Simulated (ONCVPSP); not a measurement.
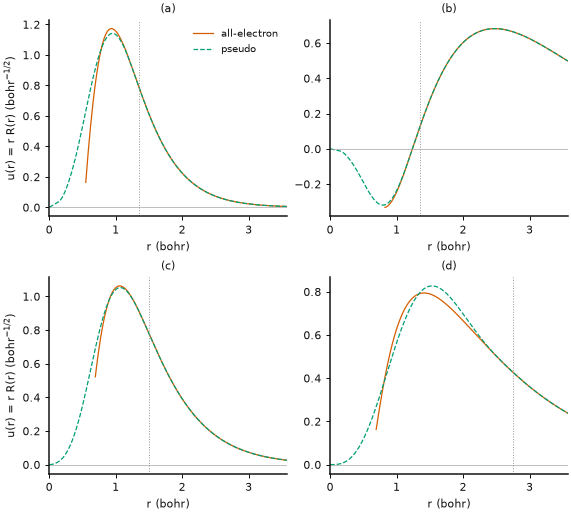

Partial waves u(r) = r R(r), all-electron (solid) and pseudo (dashed). Dotted lines mark the matching radii. The all-electron curves start outside the innermost oscillations, which aren't drawn.

ONCVPSP 4.0.1, PBE, scalar-relativistic. The levels are (a) -93.02 eV, (b) -12.68 eV, (c) -54.81 eV, (d) -12.94 eV.

Question: Identify the atom and the shell in each panel.

Answer: Rhenium (Re), core [Kr] 4d10 4f14, valence 5s2 5p6 5d5 6s1 (charge +1): (a) 5s, (b) 6s, (c) 5p, (d) 5d.

Question: Are the pseudo-waves norm-conserving?

Answer: Yes. The ONCV scheme keeps the all-electron norm inside the radius.

The potential isn't sound: its ghost test gives GHOST(-) flagged for s at -223.8 eV; GHOST(+) flagged for p at -19.4 eV, d at 176.7 eV.
